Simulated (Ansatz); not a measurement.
**ClH5W: density, localisation and related maps**

```xyz
7

W     0.0000   -0.5153    0.0000
H     0.0000    0.3718    1.4489
H     1.4489    0.3718    0.0000
H     0.0000    1.1980    0.0000
H    -1.4489    0.3718    0.0000
Cl    0.0000   -2.8398    0.0000
H     0.0000    0.3718   -1.4489
```

Core potentials replace the inner electrons of W.

The calculation used RKS PBE-D4/def2-mTZVP (Ansatz 0.2.0).

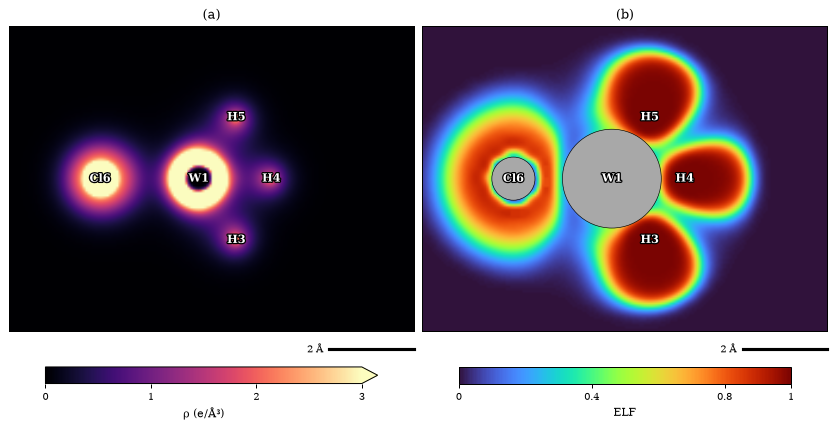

Figure 1. (a) electron density; (b) electron localisation function on the plane of atoms H5, W1 and Cl6. Grey discs cover the atomic cores in the ELF map.

Q: What do the fields say about this system?

A: The section cuts through W, H and Cl sites. W–Cl (2.32 Å): ρ at the midpoint is about 0.65 e/Å³; the ELF peaks at about 0.80 in the valence shell of Cl, 0.8 Å from its nucleus, and is about 0.30 at the midpoint. W–H (1.70 Å): ρ at the midpoint is about 1.5 e/Å³; the ELF climbs to about 1 towards the hydrogen.

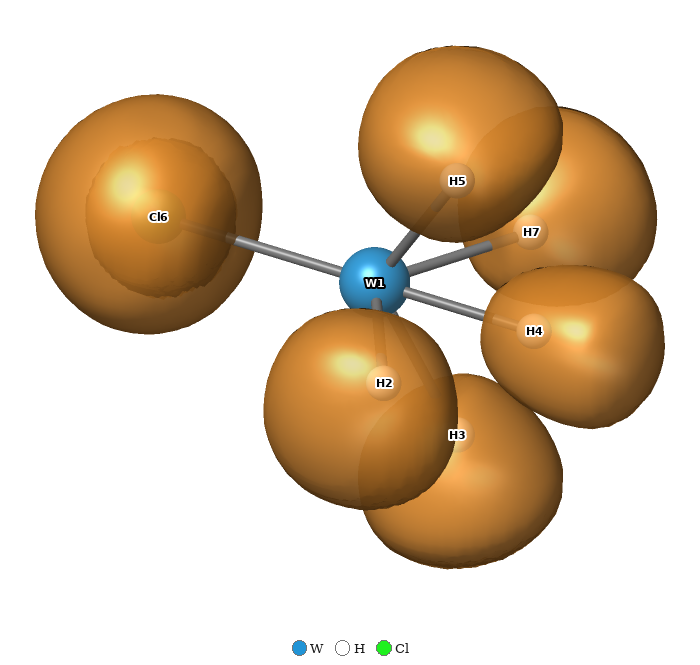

Figure 2. Isosurface of the ELF at 0.8 (orange), seen at a tilt. Core shells and regions of very low density are left out.

Q: What do the ELF domains correspond to?

A: The ELF exceeds this value in five regions around hydrogen nuclei and one region wrapped around Cl (its valence shell).

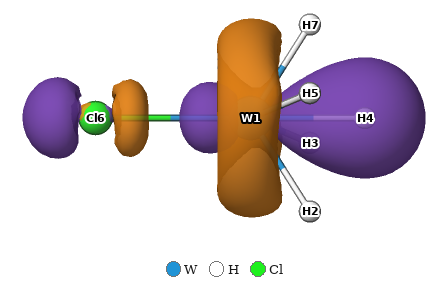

Figure 3. The HOMO at ±0.15 Å⁻³ᐟ² (orange and purple are the two phases), seen from one side.

Q: Describe this orbital and give its energy.

A: It lies mainly on W1 (about 50 %), H4 (about 25 %) and Cl6 (about 10 %). Its energy is −7.11 eV.
